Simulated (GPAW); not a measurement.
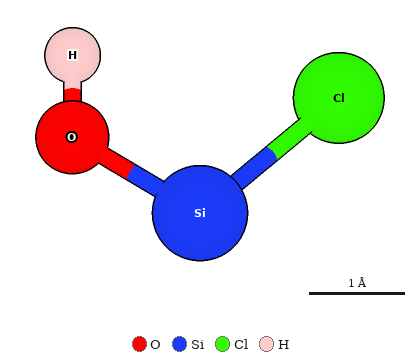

*The input geometry (ball-and-stick view, seen at a tilt).*

Bond lengths as drawn: Cl–Si 2.13 Å, H–O 0.97 Å and O–Si 1.59 Å.

Run report: SiHClO, geometry relaxation

The run: geometry relaxation of SiHClO, SMILES O[Si]Cl. Method and program: BP86/dzp, dispersion D3(BJ), scalar-relativistic datasets (GPAW 26.7.0).

The atoms were displaced at random from an optimised geometry.

### What the program printed
```
Step     Time          Energy          fmax
FIRE2:    0 00:00:00      -17.297572        3.323656
FIRE2:    1 00:00:18      -17.428083        1.032686
FIRE2:    2 00:00:37      -17.444155        0.853059
FIRE2:    3 00:01:03      -17.455334        0.438017
FIRE2:    4 00:01:16      -17.457154        0.301374
FIRE2:    5 00:01:30      -17.458404        0.162660
FIRE2:    6 00:01:44      -17.458893        0.197471
FIRE2:    7 00:01:58      -17.459200        0.209192
FIRE2:    8 00:02:10      -17.459525        0.163388
FIRE2:    9 00:02:22      -17.459761        0.136899
FIRE2:   10 00:02:32      -17.459994        0.145001
FIRE2:   11 00:02:42      -17.460334        0.122467
FIRE2:   12 00:02:52      -17.460663        0.064085
FIRE2:   13 00:03:04      -17.460835        0.069319
FIRE2:   14 00:03:13      -17.460954        0.087914
FIRE2:   15 00:03:23      -17.461102        0.063790
FIRE2:   16 00:03:33      -17.461234        0.043046
Converged: True
Final energy: -17.46123 eV
r(H3-O0): 0.9901 Ang
r(Cl2-Si1): 2.1525 Ang
```

### Trajectory as extended XYZ (Å, eV, eV/Å), 17 frames, from step=0 to step=16
```
4
Properties=species:S:1:pos:R:3:forces:R:3 step=0 energy=-17.29757
O     4.7137    6.3139    5.7515   -1.2834   2.1441  -1.5880
Si    5.1611    5.1139    6.6870    0.4891  -2.6057   2.0045
Cl    7.2863    5.1435    6.4960    0.3743   0.0697  -0.0376
H     5.3689    6.8861    5.3130    0.4468   0.4090  -0.3865
4
Properties=species:S:1:pos:R:3:forces:R:3 step=1 energy=-17.42808
O     4.7008    6.3353    5.7357   -0.9464   0.3474  -0.1658
Si    5.1660    5.0878    6.7070    0.0194  -0.8291   0.6153
Cl    7.2901    5.1442    6.4956    0.2875   0.0505  -0.0107
H     5.3734    6.8902    5.3091    0.6430   0.4638  -0.4259
4
Properties=species:S:1:pos:R:3:forces:R:3 step=2 energy=-17.44415
O     4.6759    6.3570    5.7211    0.0992  -0.5429   0.4991
Si    5.1700    5.0548    6.7320   -0.2572   0.6228  -0.5231
Cl    7.2975    5.1456    6.4952    0.1051   0.0279   0.0254
H     5.3871    6.9008    5.2994    0.0692  -0.0872   0.0067
4
Properties=species:S:1:pos:R:3:forces:R:3 step=3 energy=-17.45533
O     4.6818    6.3506    5.7256   -0.0977  -0.2946   0.3091
Si    5.1684    5.0639    6.7251   -0.1854   0.2686  -0.2459
Cl    7.2961    5.1453    6.4953    0.1416   0.0358   0.0161
H     5.3842    6.8983    5.3016    0.1567   0.0001  -0.0640
4
Properties=species:S:1:pos:R:3:forces:R:3 step=4 energy=-17.45715
O     4.6812    6.3490    5.7273   -0.0194  -0.1458   0.1912
Si    5.1675    5.0653    6.7238   -0.1481   0.1878  -0.1834
Cl    7.2968    5.1455    6.4954    0.1251   0.0387   0.0153
H     5.3852    6.8984    5.3012    0.0588  -0.0699  -0.0088
4
Properties=species:S:1:pos:R:3:forces:R:3 step=5 energy=-17.45840
O     4.6807    6.3471    5.7295    0.0524   0.0288   0.0516
Si    5.1660    5.0673    6.7219   -0.0962   0.0825  -0.1020
Cl    7.2979    5.1458    6.4955    0.0999   0.0417   0.0152
H     5.3861    6.8981    5.3008   -0.0418  -0.1400   0.0472
4
Properties=species:S:1:pos:R:3:forces:R:3 step=6 energy=-17.45889
O     4.6806    6.3458    5.7314    0.0679   0.1591  -0.0534
Si    5.1643    5.0693    6.7199   -0.0359  -0.0200  -0.0231
Cl    7.2994    5.1463    6.4957    0.0658   0.0432   0.0165
H     5.3866    6.8970    5.3009   -0.0845  -0.1648   0.0685
4
Properties=species:S:1:pos:R:3:forces:R:3 step=7 energy=-17.45920
O     4.6810    6.3458    5.7326    0.0213   0.1916  -0.0813
Si    5.1629    5.0706    6.7182    0.0124  -0.0821   0.0248
Cl    7.3009    5.1469    6.4960    0.0325   0.0426   0.0188
H     5.3864    6.8952    5.3014   -0.0540  -0.1337   0.0466
4
Properties=species:S:1:pos:R:3:forces:R:3 step=8 energy=-17.45953
O     4.6814    6.3469    5.7330   -0.0528   0.1468  -0.0487
Si    5.1618    5.0712    6.7171    0.0421  -0.0997   0.0388
Cl    7.3022    5.1477    6.4962    0.0042   0.0392   0.0219
H     5.3860    6.8931    5.3019    0.0198  -0.0716   0.0001
4
Properties=species:S:1:pos:R:3:forces:R:3 step=9 energy=-17.45976
O     4.6814    6.3485    5.7330   -0.1182   0.0679   0.0121
Si    5.1613    5.0711    6.7165    0.0529  -0.0824   0.0266
Cl    7.3033    5.1484    6.4966   -0.0158   0.0372   0.0220
H     5.3858    6.8911    5.3024    0.0926  -0.0104  -0.0448
4
Properties=species:S:1:pos:R:3:forces:R:3 step=10 energy=-17.45999
O     4.6807    6.3501    5.7331   -0.1333   0.0090   0.0563
Si    5.1612    5.0705    6.7162    0.0496  -0.0527   0.0057
Cl    7.3039    5.1492    6.4970   -0.0276   0.0346   0.0206
H     5.3861    6.8896    5.3025    0.1238   0.0171  -0.0638
4
Properties=species:S:1:pos:R:3:forces:R:3 step=11 energy=-17.46033
O     4.6794    6.3514    5.7335   -0.1015  -0.0096   0.0679
Si    5.1614    5.0698    6.7160    0.0407  -0.0266  -0.0118
Cl    7.3043    5.1500    6.4974   -0.0317   0.0323   0.0169
H     5.3871    6.8885    5.3022    0.1061   0.0084  -0.0535
4
Properties=species:S:1:pos:R:3:forces:R:3 step=12 energy=-17.46066
O     4.6780    6.3523    5.7342   -0.0372   0.0067   0.0518
Si    5.1617    5.0691    6.7158    0.0269  -0.0084  -0.0228
Cl    7.3044    5.1507    6.4978   -0.0300   0.0299   0.0118
H     5.3884    6.8877    5.3017    0.0521  -0.0269  -0.0216
4
Properties=species:S:1:pos:R:3:forces:R:3 step=13 energy=-17.46084
O     4.6765    6.3530    5.7351    0.0344   0.0399   0.0216
Si    5.1623    5.0685    6.7154    0.0090   0.0007  -0.0265
Cl    7.3042    5.1516    6.4982   -0.0233   0.0256   0.0056
H     5.3898    6.8869    5.3011   -0.0110  -0.0667   0.0154
4
Properties=species:S:1:pos:R:3:forces:R:3 step=14 energy=-17.46095
O     4.6757    6.3540    5.7360    0.0617   0.0421   0.0128
Si    5.1627    5.0681    6.7149   -0.0073   0.0060  -0.0262
Cl    7.3038    5.1524    6.4985   -0.0117   0.0218  -0.0019
H     5.3908    6.8857    5.3008   -0.0323  -0.0770   0.0275
4
Properties=species:S:1:pos:R:3:forces:R:3 step=15 energy=-17.46110
O     4.6756    6.3549    5.7368    0.0495   0.0213   0.0237
Si    5.1630    5.0678    6.7143   -0.0202   0.0092  -0.0250
Cl    7.3034    5.1532    6.4988   -0.0034   0.0167  -0.0081
H     5.3913    6.8842    5.3008   -0.0169  -0.0589   0.0177
4
Properties=species:S:1:pos:R:3:forces:R:3 step=16 energy=-17.46123
O     4.6759    6.3559    5.7376    0.0150  -0.0088   0.0394
Si    5.1631    5.0677    6.7137   -0.0257   0.0061  -0.0200
Cl    7.3031    5.1540    6.4989    0.0017   0.0115  -0.0132
H     5.3915    6.8826    5.3009    0.0185  -0.0277  -0.0041
```

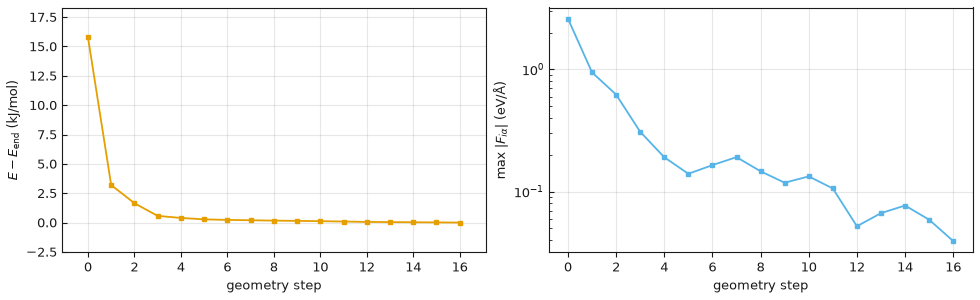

*Progress of the relaxation, step by step (steps are counted from 0).*

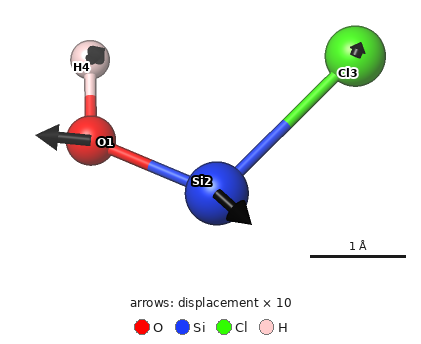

*The starting structure with the displacements as black arrows, magnified 10 times (ball-and-stick view, seen at a tilt). The two geometries are laid on each other by the best rigid fit.*

After 16 geometry steps the energy has fallen by 15.8 kJ/mol. Largest force component: 2.6 eV/Å at the start, 0.039 eV/Å at the end. O1 moves most after the best rigid fit: 0.059 Å. By element the largest moves are O 0.059 Å, Si 0.053 Å, H 0.026 Å, Cl 0.017 Å. Among the contacts that change: O1–Si2 1.586 → 1.688 Å, Si2–Cl3 2.134 → 2.153 Å, O1–H4 0.974 → 0.990 Å. Among the angles that change: Si2–O1–H4 121.3° → 116.9°. (Atoms are counted from 1 in the order of the input.)

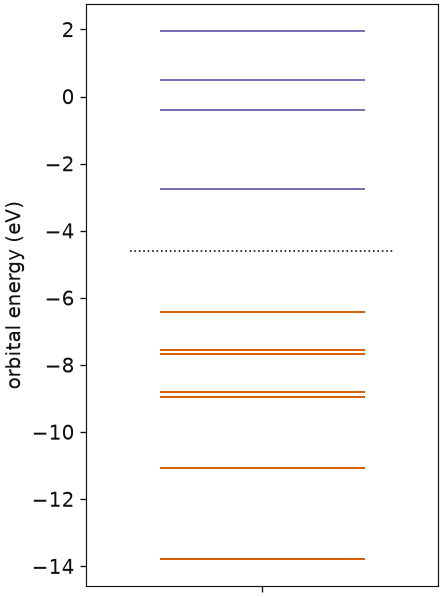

*Orbital energies near the frontier; the dotted line parts filled from empty levels, and levels within 0.02 eV of each other stand side by side.*

Highest filled −6.42 eV, lowest empty −2.77 eV, 3.65 eV apart.

The run was set up as follows.

### The input (relax.py)
```python
from ase import Atoms
from ase.calculators.mixing import SumCalculator
from ase.io import write
from ase.optimize import FIRE2
from dftd3.ase import DFTD3
from gpaw import GPAW, setup_paths
from gpaw.atom.configurations import parameters
from gpaw.atom.generator import Generator

# Set up the molecule
atoms = Atoms('OSiClH',
    positions=[[ -0.890882,   0.430430,  -0.306723],
               [ -0.443459,  -0.769576,   0.628730],
               [  1.681802,  -0.739915,   0.437732],
               [ -0.235619,   1.002722,  -0.745240]])
atoms.set_cell([12.0, 12.0, 12.0])
atoms.center()

# PAW datasets for this functional
for symbol in ['Cl', 'H', 'O', 'Si']:
    Generator(symbol, xcname='GGA_X_B88+GGA_C_P86', scalarrel=True, nofiles=True, txt=None).run(**parameters[symbol])
setup_paths.insert(0, '.')

# Calculator
calc = GPAW(mode='lcao',
            xc='GGA_X_B88+GGA_C_P86',
            poissonsolver={'name': 'MomentCorrectionPoissonSolver', 'poissonsolver': 'fast', 'moment_corrections': 4},
            symmetry='off',
            maxiter=100,
            basis='dzp',
            h=0.16,
            txt='molecule.txt')
atoms.calc = SumCalculator([DFTD3(method='BP86', damping='d3bj'), calc])

opt = FIRE2(atoms, trajectory='molecule.traj')
converged = opt.run(fmax=0.05, steps=100)
print('Converged:', converged)
print(f'Final energy: {atoms.get_potential_energy():.5f} eV')
print(f'r(H3-O0): {atoms.get_distance(3, 0):.4f} Ang')
print(f'r(Cl2-Si1): {atoms.get_distance(2, 1):.4f} Ang')
write('relaxed.xyz', atoms)
```

Run as:
```bash
python relax.py > relax.log
```

### Results in brief

```csv
quantity,value
outcome,converged
energy relative to the program's reference atoms,−17.4612 eV
dispersion energy,−0.005296 hartree
basis functions,44
largest force,0.043 eV/Å
HOMO,−6.42 eV
LUMO,−2.77 eV
dipole moment,0.82 D
hardware,"1 thread of Intel Xeon @ 2.50GHz (Skylake/Cascade Lake), 12 GiB of memory available, shared host"
wall time,4.4 min
peak memory,1.4 GiB
```

### Notes

Further notes kept with the run: datasets made with stock radii, not tested.
